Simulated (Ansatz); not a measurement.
Input file:

```
crystal:
  lattice:
    - [0.0, 3.1233880268, 3.1233880268]
    - [3.1233880268, 0.0, 3.1233880268]
    - [6.2467760536, 6.2467760536, 0.0]
  atoms:
    - { symbol: W, position: [1.0, 0.0, 1.0], spin: 1.0 }
    - { symbol: Se, position: [0.25, 0.25, 0.125] }
    - { symbol: W, position: [1.0, 0.0, 0.5], spin: -1.0 }
    - { symbol: Se, position: [0.25, 0.25, 0.625] }
basis:
  ecutwfc: 420
kpoints:
  mp_grid: { grid: [12, 12, 6] }
hamiltonian:
  xc: pbe
  hubbard: { sites: [{ species: W, l: d, u_eff: 6.2 }] }
scf:
  occupations: { method: gaussian, width: 0.1 }
output:
  forces: true
  stress: true
  eigenvalues: true
  populations: true
  write_density: true
  write_potential: true
  elf: true
  volumetric_format: npy
magnetization:
  spin_polarized: true
```

Command:

```sh
ansatz run input.yaml --threads 1 --pin off --max-ram 2560MiB --backend cpu --events-out ev --progress --plain --runs-dir out
```

Below, planes, directions and counts refer to the cell of the magnetic structure (a = 4.42 Å, b = 4.42 Å, c = 21.64 Å, α = 90.00°, β = 90.00°, γ = 120.00°).

Space group F-43m; started from the zinc blende prototype, which need not be the ambient phase; not relaxed (largest force 0.5 eV/Å); the SCF solution may not be the lowest one; Hubbard U of 6.2 eV on W d only; the program warned that a lower state may break the symmetry and another magnetic order may lie lower; spin-polarised.

The calculation used DFT PBE+U, scalar-relativistic, plane waves, PAW in Ansatz 0.2.0.

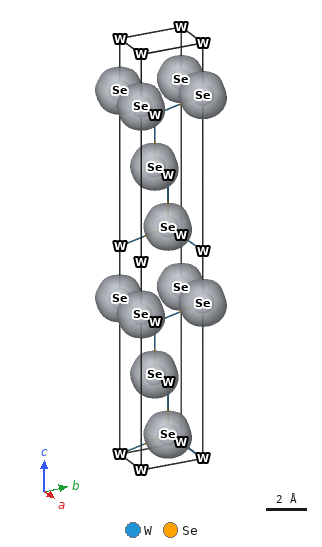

WSe. Isosurface of the ELF at 0.65 (grey), seen slightly off an axis. Only the valence region is drawn (cores and ρ < 0.01 e/Å³ removed). Sticks mark near contacts.

Q: Identify the bonds, lone pairs and shells in this picture.

A: The ELF exceeds this value in six regions wrapped around Se (the valence shell of each), counted in one cell of 12 atoms. Regions shared between cells count once.

Values along the shortest contacts:
W–Se (2.70 Å): the ELF is about 0.45 at the midpoint.
